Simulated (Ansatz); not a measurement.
C2H5ClMg (SMILES C[CH2][Mg][Cl])

Input

```
crystal:
  periodic: [false, false, false]
  atoms:
    - {symbol: C, position_ang: [-0.560490, 1.033830, 0.289158]}
    - {symbol: C, position_ang: [0.204645, -0.258870, 0.578314]}
    - {symbol: Mg, position_ang: [0.724786, -1.415349, -1.077286]}
    - {symbol: Cl, position_ang: [1.271639, -2.627851, -2.823857]}
    - {symbol: H, position_ang: [-1.511082, 0.845127, -0.218395]}
    - {symbol: H, position_ang: [-0.797855, 1.587848, 1.204889]}
    - {symbol: H, position_ang: [0.008218, 1.714941, -0.350776]}
    - {symbol: H, position_ang: [1.127664, -0.031534, 1.125393]}
    - {symbol: H, position_ang: [-0.379024, -0.894241, 1.255462]}
basis:
  gaussian: {orbitals: def2-TZVPP}
hamiltonian: {xc: pbe0, dispersion: d4}
output: {orbitals: {seedname: orbitals}}
```

Run with:

```sh
ansatz run in.yaml --threads 4 --pin off --events-out ev --progress --plain --max-ram 10444MiB
```

Geometry: PBE0-D4/def2-TZVP.

The calculation used RKS PBE0-D4/def2-TZVPP in Ansatz 0.2.0.

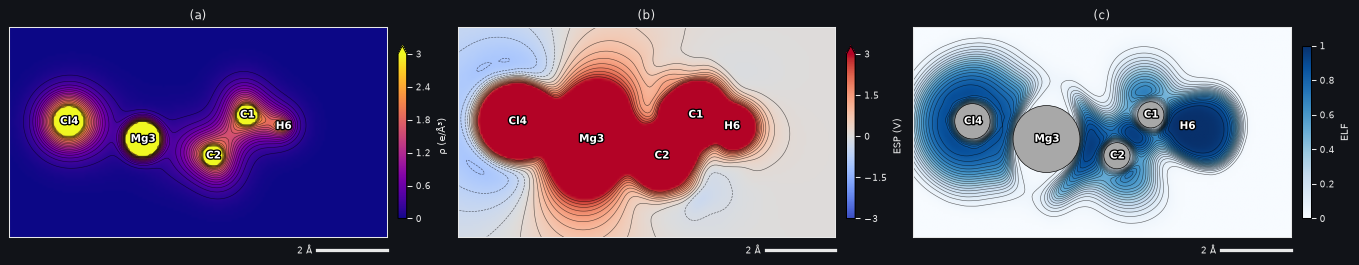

Figure 1. (a) electron density; (b) electrostatic potential; (c) electron localisation function on the plane of atoms C1, C2 and Mg3. Grey discs cover the atomic cores in the ELF map.

Q: Interpret the plot.

A: The section cuts through C, Mg, Cl and H sites.
C–C (1.53 Å): ρ is about 1.6 e/Å³ halfway; the ELF peaks at about 0.95 between the atoms; a shared electron pair.
C–Mg (2.09 Å): the density is about 0.49 e/Å³ at the midpoint; the ELF peaks at about 0.95 in the valence shell of C, 0.8 Å from its nucleus, and is about 0.75 at the midpoint.
Mg–Cl (2.20 Å): the density is about 0.55 e/Å³ at the midpoint; the ELF peaks at about 0.85 in the valence shell of Cl, 0.9 Å from its nucleus, and falls to about 0.05 next to Mg (an ionic contact with no shared pair).
C–H (1.10 Å): ρ at the midpoint is about 2 e/Å³; the ELF climbs to about 1 towards the hydrogen, as it does in any bond to H: an ordinary covalent bond to hydrogen.
Outside the dense part of the molecule the potential is most negative (−1.0 V) near Cl4.

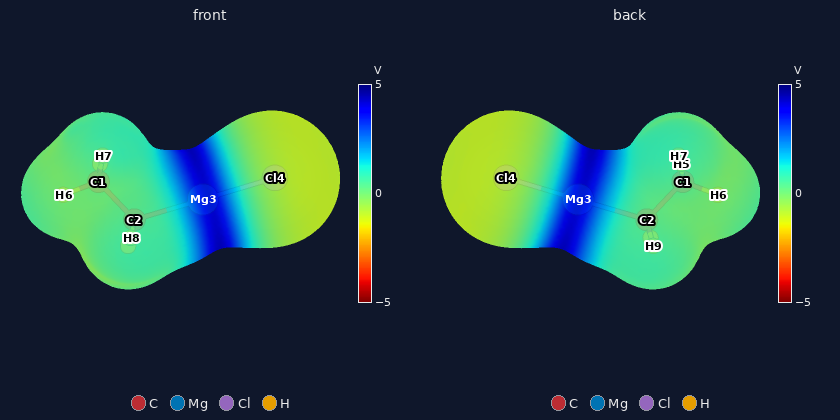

Figure 2. The molecular electrostatic potential painted on the density surface at 0.002 e/bohr³, seen from the front and from behind; the colour scale runs from red (negative) to blue (positive).

Q: Which sites attract a positive test charge, and which a negative one?

A: A positive charge is drawn to the negative regions and a negative charge to the positive ones. The most negative region (about −1.0 V) lies over Cl4, the most positive (about +4.3 V) over Mg3.

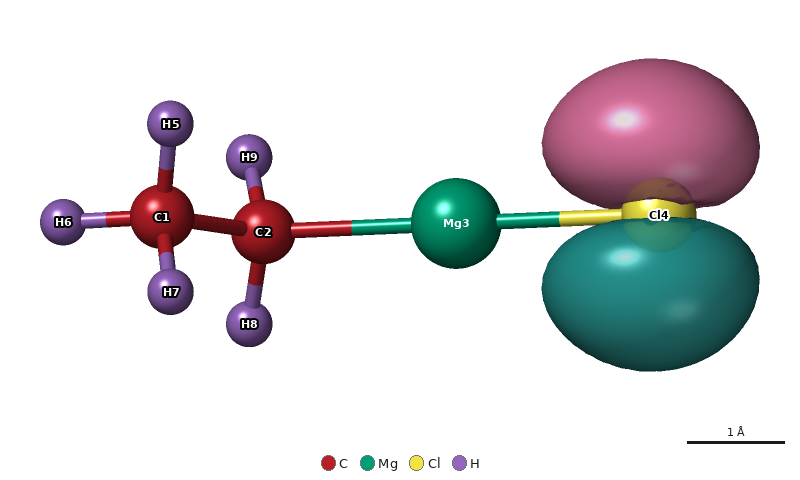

Figure 3. The HOMO−1 at ±0.15 Å⁻³ᐟ² (teal and pink are the two phases), seen from one side.

Q: Where does this orbital lie, and at what energy?

A: By Hirshfeld shares it lies mainly on Cl4 (about 90 %); largely a lone pair of Cl4. Its energy is −8.49 eV.
